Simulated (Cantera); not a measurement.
Input: 1 mol SiC, 0.049 mol CO₂, 1.5 mol H₂, at 10.0 mbar.

Equilibrium computed with Cantera from the NASA thermochemical tables; the gas is ideal and each condensed phase is pure. Candidate condensed phases: C, C₆H₆, C₇H₈, C₈H₁₈, H₂O, Si, SiC, SiO₂; 123 gas species. Mutual solubility and eutectic melting of coexisting phases are not modelled. The tables hold silica as quartz up to 1696 K and as liquid above; real silica turns to tridymite and cristobalite and melts near 1996 K. The numbers say what is thermodynamically allowed, not how fast it happens.

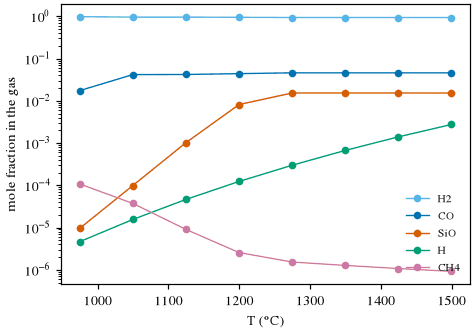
*Equilibrium gas composition (values under 1e-9 drawn at 1e-9)*

At 975 °C the condensed part is C(graphite) + SiC(s) + SiO₂(β-quartz). From 1050 °C to 1200 °C the condensed part is SiC(s) + SiO₂(β-quartz). From 1275 °C to 1500 °C the condensed part is SiC(s). The main Si-bearing gas is SiO throughout.
